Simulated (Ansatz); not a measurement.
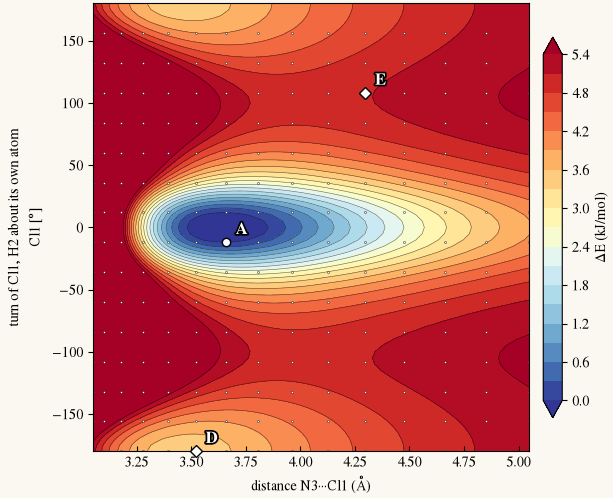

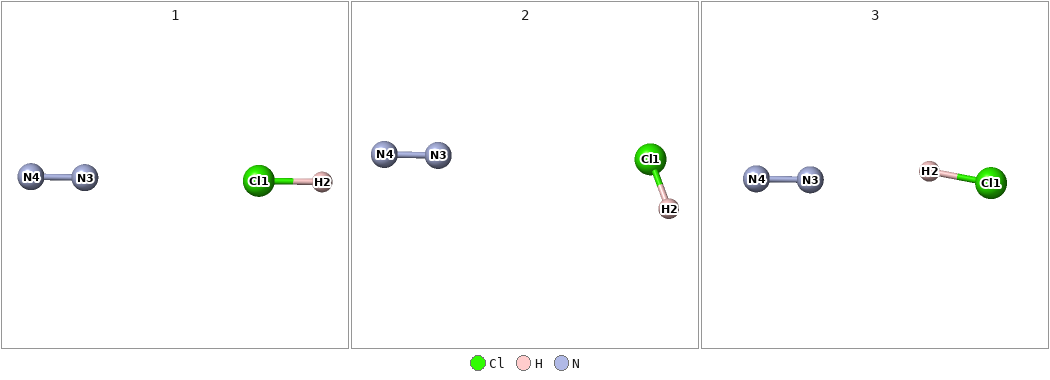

The pair ClH···N₂. 
- The turn is about an axis along (0.84, 0.54, 0.01) in the frame of the relaxed pair, normal to the line between the partners.
- First axis: distance N3···Cl1. Second axis: turn of Cl1, H2 about its own atom Cl1.
- The scan uses a 15 × 15 grid; 199 points were computed and 26 follow by symmetry.
- Points are written as (first, second).
- All energies are given in kJ/mol relative to the lowest grid point.
- Level of theory: RKS PBE0-D4/def2-TZVPD (Ansatz 0.2.0).

In the figure: filled contours, dots at the grid points, one colour for all values above the top of the scale, lettered points. Between grid points the surface is interpolated. The numbered pictures are the structures at these points, in random order.

> Which structure belongs to which point?

A is structure 3: (3.660 Å, −12°), 0.0 kJ/mol; D is structure 1: (3.522 Å, −180°), 3.4 kJ/mol; E is structure 2: (4.298 Å, 108°), 5.1 kJ/mol.
